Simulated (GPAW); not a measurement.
# A 7-layer slab of Ir(111) in an electric field, part 2 of 2

Aim: the dipole that a field along the normal induces in a 7-layer slab of Ir(111).

GPAW 26.7.0; GPAW, PAW setups; slab in vacuum, relaxation (the session's first sound run).

So far, upper work function (eV): step 2 (relaxing the atoms) 5.49; step 3 (plane waves, PBE) 5.49.

## Step 5: In a field

run.py reads:

```python
import json
import numpy as np
from ase import Atoms
from gpaw import GPAW, PW
from gpaw.external import ConstantElectricField

slab = Atoms(
    ['Ir', 'Ir', 'Ir', 'Ir', 'Ir', 'Ir', 'Ir'],
    positions=[
        [0.00000, 0.00000, 9.00000],
        [1.35765, 0.78384, 11.21703],
        [2.71529, 1.56767, 13.43405],
        [0.00000, -0.00000, 15.68555],
        [1.35765, 0.78384, 17.93357],
        [2.71529, 1.56767, 20.16451],
        [-0.00000, -0.00000, 22.35900]],
    cell=[[2.71529, 0.0, 0.0], [1.35765, 2.35151, 0.0], [0.0, 0.0, 31.30215]],
    pbc=[True, True, False])

slab.calc = GPAW(mode=PW(400), xc='PBE', kpts={'size': (13, 13, 1), 'gamma': True},
                 occupations={'name': 'fermi-dirac', 'width': 0.1}, nbands='160%',
                 convergence={'density': 1e-05}, maxiter=200,
                 poissonsolver={'dipolelayer': 'xy'},
                 external=ConstantElectricField(-0.1, [0, 0, 1]),
                 symmetry={'tolerance': 1e-3}, txt='slab.txt')
result = {}
energy = slab.get_potential_energy()
fermi = slab.calc.get_fermi_level()
v = slab.calc.get_electrostatic_potential().mean((0, 1)) - fermi
n = slab.calc.get_pseudo_density().mean((0, 1))
L = slab.cell[2, 2]
z = np.arange(len(v)) * L / len(v)
low, high = slab.positions[:, 2].min(), slab.positions[:, 2].max()
below, above = np.interp([low - 6.8, high + 6.8], z, v)
slopes = [np.interp(x, z, np.gradient(v, z)) for x in (low - 6.8, high + 6.8)]
eps = np.array([[slab.calc.get_eigenvalues(k, s) for k in range(len(slab.calc.get_ibz_k_points()))]
                for s in range(slab.calc.get_number_of_spins())]) - fermi
top, bottom = eps[eps < 0].max(), eps[eps > 0].min()
dipole = slab.get_dipole_moment()[2]
print(f'energy {energy:.4f} eV, Fermi level {fermi:.4f} eV, dipole {dipole:.5f} e A')
print(f'potential 6.8 A off the faces, from the Fermi level: lower {below:.4f} eV, upper {above:.4f} eV')
print(f'slope of the potential there: lower {slopes[0]:.5f}, upper {slopes[1]:.5f} eV/A')
print(f'nearest levels on the mesh: {top:.4f} and {bottom:.4f} eV')
print('magnetic moment', round(slab.get_magnetic_moment(), 3))
result.update(energy=energy, fermi=fermi, dipole=dipole, below=below, above=above, slopes=slopes, edges=[top, bottom],
              z=z.tolist(), v=v.tolist(), n=n.tolist(), positions=slab.positions.tolist(),
              forces=slab.get_forces(apply_constraint=False).tolist(), moments=slab.get_magnetic_moments().tolist())
json.dump(result, open('result.json', 'w'))
```

Run with:

```console
$ OMP_NUM_THREADS=1 OPENBLAS_NUM_THREADS=1 python run.py
```

The log of the run:

```text
energy -63.6284 eV, Fermi level 4.6018 eV, dipole -0.05861 e A
potential 6.8 A off the faces, from the Fermi level: lower 4.6611 eV, upper 6.3223 eV
slope of the potential there: lower -0.00012, upper 0.00007 eV/A
nearest levels on the mesh: -0.0069 and 0.0044 eV
magnetic moment 0.0
```

Wall time 18 min (1 thread of Intel Xeon 6975P-C (Granite Rapids), shared host); peak memory 0.74 GiB.

Numbers from this step:

```
dipole along the normal                                         : -0.05861 e·Å
levels nearest the Fermi level on the mesh                      : -0.006888, 0.004362 eV from the Fermi level
potential below the slab, the applied field's own ramp left out : 4.661 eV from the Fermi level
potential above the slab, the applied field's own ramp left out : 6.322 eV from the Fermi level
```

The electrostatic potential energy of an electron (without an applied field's), less the Fermi level, planar mean oscillates, so the rows of the table below give means over windows of 2.24 Å about each position, cut where the curve ends. Its maxima inside the range that stand out by 2 % of the span (Å: eV): 10.1: -2.32, 12.4: -2.37, 14.6: -1.78, 16.8: -1.57, 19.1: -1.54, 21.3: -1.47. Its minima: 9.0: -31.3, 11.2: -31.8, 13.4: -31.6, 15.7: -31.3, 17.9: -31.0, 20.1: -30.9, 22.4: -30.2.

The electrostatic potential energy of an electron (without an applied field's), less the Fermi level, planar mean by z; means over each step:

| z (Å) | electrostatic potential energy of an electron (without an applied field's), less the Fermi level, planar mean (eV) |
| --- | --- |
| 1.12 | 4.73 |
| 3.36 | 4.66 |
| 5.60 | 4.64 |
| 7.84 | -4.73 |
| 10.08 | -15.4 |
| 12.32 | -15.4 |
| 14.56 | -14.6 |
| 16.80 | -14.5 |
| 19.04 | -14.5 |
| 21.28 | -14.7 |
| 23.52 | -3.20 |
| 25.76 | 6.29 |
| 28.00 | 6.32 |
| 30.24 | 6.28 |

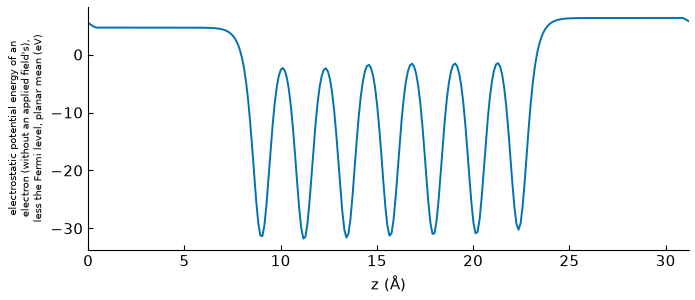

Electrostatic potential energy of an electron (without an applied field's), less the Fermi level, planar mean, plotted against z.

Force by atom:

| atom | x (eV/Å) | y (eV/Å) | z (eV/Å) | size |
| --- | --- | --- | --- | --- |
| Ir1 | 0.000 | 0.000 | 0.204 | 0.204 |
| Ir2 | 0.000 | 0.000 | -0.291 | 0.291 |
| Ir3 | 0.000 | 0.000 | 0.086 | 0.086 |
| Ir4 | 0.000 | 0.000 | -0.010 | 0.010 |
| Ir5 | 0.000 | 0.000 | 0.015 | 0.015 |
| Ir6 | 0.000 | 0.000 | -0.016 | 0.016 |
| Ir7 | 0.000 | 0.000 | 0.005 | 0.005 |

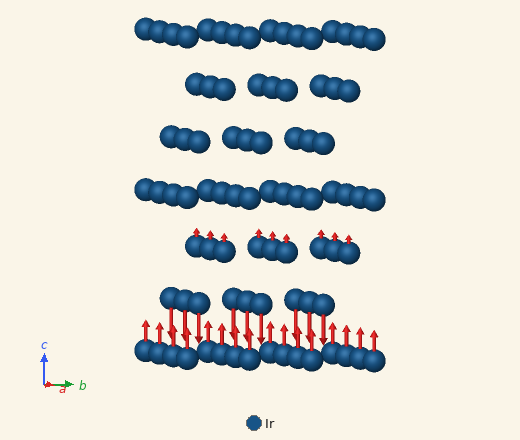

Force as arrows, the longest 0.291 eV/Å. 3×3×1 cells are drawn. Some periodic images of atoms are drawn too.

The dipole is now -0.0586 e Å, against 4.8e-4 in the run without a field.

## Step 6: Field on

Changes to run.py since step 5:

```diff
@@ -23,3 +23,3 @@
                  poissonsolver={'dipolelayer': 'xy'},
-                 external=ConstantElectricField(-0.1, [0, 0, 1]),
+                 external=ConstantElectricField(-0.05, [0, 0, 1]),
                  symmetry={'tolerance': 1e-3}, txt='slab.txt')
```

The log of the run:

```text
energy -63.6262 eV, Fermi level 4.6028 eV, dipole -0.02922 e A
potential 6.8 A off the faces, from the Fermi level: lower 5.0753 eV, upper 5.9036 eV
slope of the potential there: lower -0.00014, upper 0.00006 eV/A
nearest levels on the mesh: -0.0069 and 0.0043 eV
magnetic moment 0.0
```

It took 16 min on 1 thread; peak memory 0.72 GiB.

The electrostatic potential energy of an electron (without an applied field's), less the Fermi level, planar mean oscillates, so the rows of the table below give means over windows of 2.24 Å about each position, cut where the curve ends. Its maxima inside the range that stand out by 2 % of the span (Å: eV): 10.1: -2.04, 12.4: -2.21, 14.6: -1.72, 16.8: -1.63, 19.1: -1.71, 21.3: -1.75. Its minima: 9.0: -31.0, 11.2: -31.5, 13.4: -31.5, 15.7: -31.3, 17.9: -31.1, 20.1: -31.1, 22.4: -30.6.

Electrostatic potential energy of an electron (without an applied field's), less the Fermi level, planar mean against z; means over each step:

| z (Å) | electrostatic potential energy of an electron (without an applied field's), less the Fermi level, planar mean (eV) |
| --- | --- |
| 1.12 | 5.11 |
| 3.36 | 5.08 |
| 5.60 | 5.05 |
| 7.84 | -4.35 |
| 10.08 | -15.1 |
| 12.32 | -15.3 |
| 14.56 | -14.6 |
| 16.80 | -14.5 |
| 19.04 | -14.7 |
| 21.28 | -14.9 |
| 23.52 | -3.59 |
| 25.76 | 5.88 |
| 28.00 | 5.90 |
| 30.24 | 5.88 |

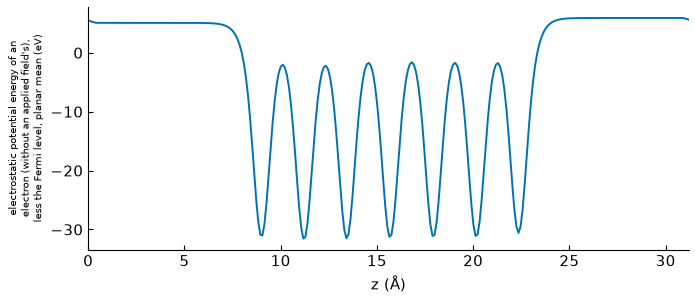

Electrostatic potential energy of an electron (without an applied field's), less the Fermi level, planar mean against z.

## Step 7: In a field

Changes to run.py since step 6:

```diff
@@ -23,3 +23,3 @@
                  poissonsolver={'dipolelayer': 'xy'},
-                 external=ConstantElectricField(-0.05, [0, 0, 1]),
+                 external=ConstantElectricField(0.05, [0, 0, 1]),
                  symmetry={'tolerance': 1e-3}, txt='slab.txt')
```

The log of the run:

```text
energy -63.6262 eV, Fermi level 4.6041 eV, dipole 0.02964 e A
potential 6.8 A off the faces, from the Fermi level: lower 5.9067 eV, upper 5.0669 eV
slope of the potential there: lower -0.00015, upper 0.00010 eV/A
nearest levels on the mesh: -0.0069 and 0.0044 eV
magnetic moment 0.0
```

The job ended after 15 min (1 thread; peak memory 0.72 GiB).

The electrostatic potential energy of an electron (without an applied field's), less the Fermi level, planar mean oscillates, so the rows of the table below give means over windows of 2.24 Å about each position, cut where the curve ends. Its maxima inside the range that stand out by 2 % of the span (Å: eV): 10.1: -1.49, 12.4: -1.88, 14.6: -1.62, 16.8: -1.75, 19.1: -2.05, 21.3: -2.32. Its minima: 9.0: -30.3, 11.2: -31.1, 13.4: -31.3, 15.7: -31.3, 17.9: -31.3, 20.1: -31.5, 22.4: -31.2.

Electrostatic potential energy of an electron (without an applied field's), less the Fermi level, planar mean against z; means over each step:

| z (Å) | electrostatic potential energy of an electron (without an applied field's), less the Fermi level, planar mean (eV) |
| --- | --- |
| 1.12 | 5.87 |
| 3.36 | 5.91 |
| 5.60 | 5.88 |
| 7.84 | -3.58 |
| 10.08 | -14.6 |
| 12.32 | -14.9 |
| 14.56 | -14.5 |
| 16.80 | -14.6 |
| 19.04 | -15.0 |
| 21.28 | -15.5 |
| 23.52 | -4.36 |
| 25.76 | 5.04 |
| 28.00 | 5.07 |
| 30.24 | 5.09 |

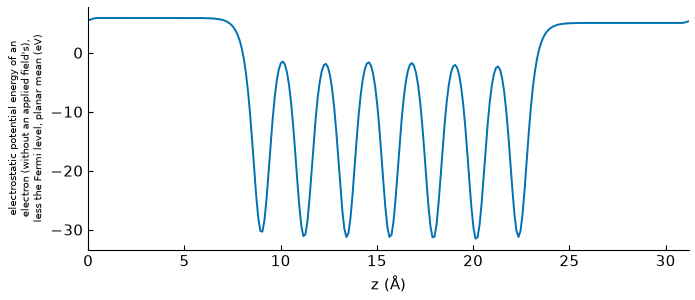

Electrostatic potential energy of an electron (without an applied field's), less the Fermi level, planar mean, plotted against z.

## Step 8: In a field

Changes to run.py since step 7:

```diff
@@ -23,3 +23,3 @@
                  poissonsolver={'dipolelayer': 'xy'},
-                 external=ConstantElectricField(0.05, [0, 0, 1]),
+                 external=ConstantElectricField(0.1, [0, 0, 1]),
                  symmetry={'tolerance': 1e-3}, txt='slab.txt')
```

The log of the run:

```text
energy -63.6285 eV, Fermi level 4.6047 eV, dipole 0.05902 e A
potential 6.8 A off the faces, from the Fermi level: lower 6.3218 eV, upper 4.6493 eV
slope of the potential there: lower -0.00017, upper 0.00009 eV/A
nearest levels on the mesh: -0.0070 and 0.0043 eV
magnetic moment 0.0
```

Elapsed: 19 min, on 1 thread; peak memory 0.73 GiB.

The dipole is now 0.0590 e Å, against 4.8e-4 in the run without a field.

## Step 9: Field on

Changes to run.py since step 8:

```diff
@@ -23,3 +23,3 @@
                  poissonsolver={'dipolelayer': 'xy'},
-                 external=ConstantElectricField(0.1, [0, 0, 1]),
+                 external=ConstantElectricField(0.2, [0, 0, 1]),
                  symmetry={'tolerance': 1e-3}, txt='slab.txt')
```

The log of the run:

```text
energy -63.6373 eV, Fermi level 4.6052 eV, dipole 0.11785 e A
potential 6.8 A off the faces, from the Fermi level: lower 7.1544 eV, upper 3.8148 eV
slope of the potential there: lower -0.00017, upper 0.00011 eV/A
nearest levels on the mesh: -0.0070 and 0.0043 eV
magnetic moment 0.0
```

Elapsed: 16 min, on 1 thread; peak memory 0.72 GiB.

The dipole is now 0.118 e Å, against 4.8e-4 in the run without a field.

## Step 10: In a field

Changes to run.py since step 9:

```diff
@@ -23,3 +23,3 @@
                  poissonsolver={'dipolelayer': 'xy'},
-                 external=ConstantElectricField(0.2, [0, 0, 1]),
+                 external=ConstantElectricField(0.3, [0, 0, 1]),
                  symmetry={'tolerance': 1e-3}, txt='slab.txt')
```

The log of the run:

```text
energy -63.6520 eV, Fermi level 4.6050 eV, dipole 0.17669 e A
potential 6.8 A off the faces, from the Fermi level: lower 7.9890 eV, upper 2.9817 eV
slope of the potential there: lower -0.00018, upper 0.00012 eV/A
nearest levels on the mesh: -0.0070 and 0.0043 eV
magnetic moment 0.0
```

Wall time 14 min (1 thread); peak memory 0.73 GiB.

The electrostatic potential energy of an electron (without an applied field's), less the Fermi level, planar mean oscillates, so the rows of the table below give means over windows of 2.24 Å about each position, cut where the curve ends. Its maxima inside the range that stand out by 2 % of the span (Å: eV): 1.4: 7.99, 10.1: -0.104, 12.4: -1.05, 14.6: -1.35, 16.8: -2.04, 19.1: -2.90, 21.3: -3.73. Its minima: 9.0: -28.7, 11.2: -30.0, 13.4: -30.7, 15.7: -31.3, 17.9: -31.9, 20.1: -32.6, 22.4: -32.9.

Electrostatic potential energy of an electron (without an applied field's), less the Fermi level, planar mean against z; means over each step:

| z (Å) | electrostatic potential energy of an electron (without an applied field's), less the Fermi level, planar mean (eV) |
| --- | --- |
| 1.12 | 7.78 |
| 3.36 | 7.99 |
| 5.60 | 7.96 |
| 7.84 | -1.67 |
| 10.08 | -13.2 |
| 12.32 | -14.1 |
| 14.56 | -14.2 |
| 16.80 | -14.9 |
| 19.04 | -15.9 |
| 21.28 | -16.9 |
| 23.52 | -6.28 |
| 25.76 | 2.96 |
| 28.00 | 2.98 |
| 30.24 | 3.10 |

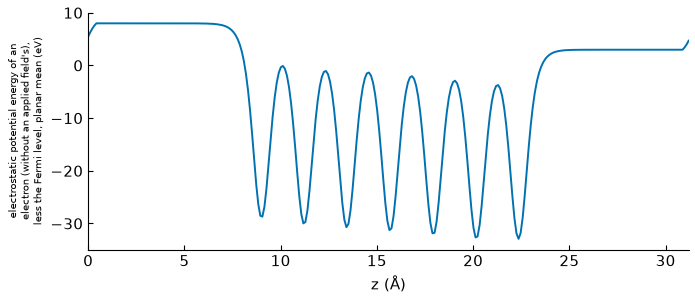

Electrostatic potential energy of an electron (without an applied field's), less the Fermi level, planar mean, plotted against z.

The dipole is now 0.177 e Å, against 4.8e-4 in the run without a field.

## Step 11: The series

The members are put on one axis.

This step: induced dipole against applied field (GPAW 26.7.0).

Table of dipole along the normal by field:

| field (V/Å) | dipole along the normal (e·Å) |
| --- | --- |
| -0.200 | -0.117 |
| -0.100 | -0.0586 |
| -0.050 | -0.0292 |
| 0.000 | 4.8e-4 |
| 0.050 | 0.0296 |
| 0.100 | 0.0590 |
| 0.200 | 0.118 |
| 0.300 | 0.177 |

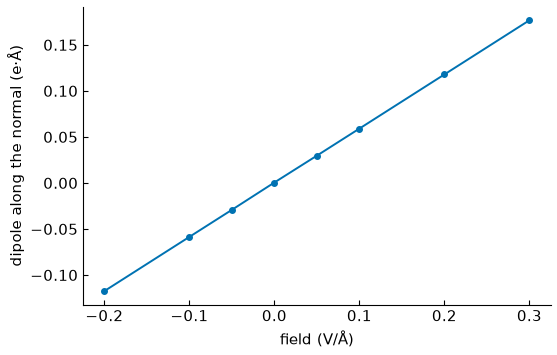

Dipole along the normal against field.

## Step 12: Outcome

```yaml
work_function_both_faces: 5.49 eV
dipole_along_the_normal: 4.8e-4 e Å, near the numerical noise
induced_dipole_per_field: 0.588 e Å per V/Å
out_of_plane_polarisability_per_area_alpha_eps_0_a: 16.7 Å
```

**Reading.** The field induces 0.588 e Å per V/Å, a polarisable thickness α/(ε0 A) of 16.7 Å beside 13.4 Å between the outermost nuclei. A perfect conductor would give the distance between its two image planes; a dielectric of thickness t gives t(1 - 1/ε). The measured value for this face is 5.78 eV (as compiled in "Anisotropic work function of elemental crystals", 2019, arxiv:1902.07811); the relaxed upper face lies 0.29 eV under it with PBE. Measured work functions scatter by a tenth of an eV or more between methods. The induced dipole is linear in the field over this range. The small printed dipole stands for a step of -13 meV from the lower to the upper face, and the probes find -4.9 meV; values this small are near the numerical noise of both. The in-plane lattice was kept as typed, which isn't the functional's own and leaves some strain; spin-orbit coupling and temperature are left out.

[Logs are printed without paths, hosts, clocks, repeated set-up lines and the standing remarks that a program may print on its own settings, such as how far it seeks lower states.]

[Hosts, paths, dates, database ids (printed as entryN), source tags and the programs' standing remarks are cut or masked in the printed files.]
